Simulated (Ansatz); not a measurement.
```yaml
atoms:
  - { symbol: Ga, position_ang: [0.3616, 0.0763, -0.0256] }
  - { symbol: N, position_ang: [0.9655, -0.1236, 1.7367] }
  - { symbol: H, position_ang: [0.4726, -0.1681, 2.6343] }
  - { symbol: H, position_ang: [1.9411, 0.1646, 1.8485] }
  - { symbol: H, position_ang: [1.8669, 0.0885, -0.3908] }
  - { symbol: Cl, position_ang: [-1.6246, -0.0377, -0.8153] }
```

Not at a stationary point (largest force 1.8 eV/Å).

Level of theory: RKS PBE/def2-SVP in Ansatz.

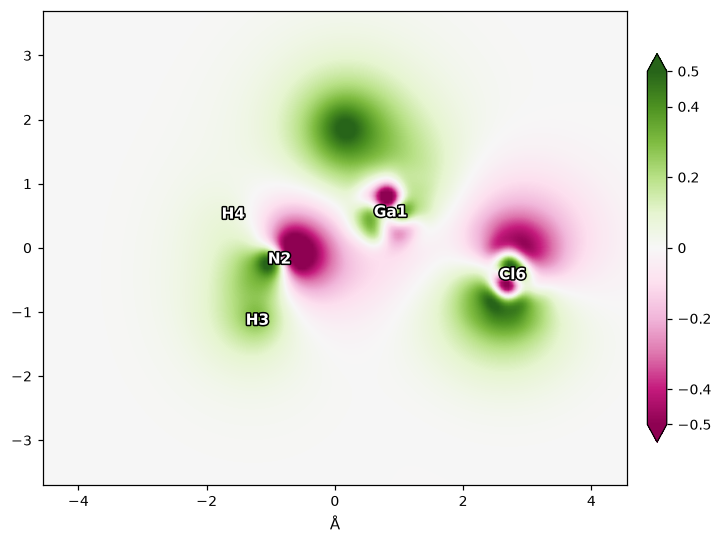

ClGaH3N. The HOMO−1 on the plane of atoms N2, Ga1 and Cl6 (values in Å⁻³ᐟ²; the overall sign is arbitrary).

### Where does this orbital lie, and at what energy?

It lies mainly on Cl6 (about 30 %), H5 (about 25 %), Ga1 (about 20 %) and N2 (about 20 %). Its energy is −7.04 eV.
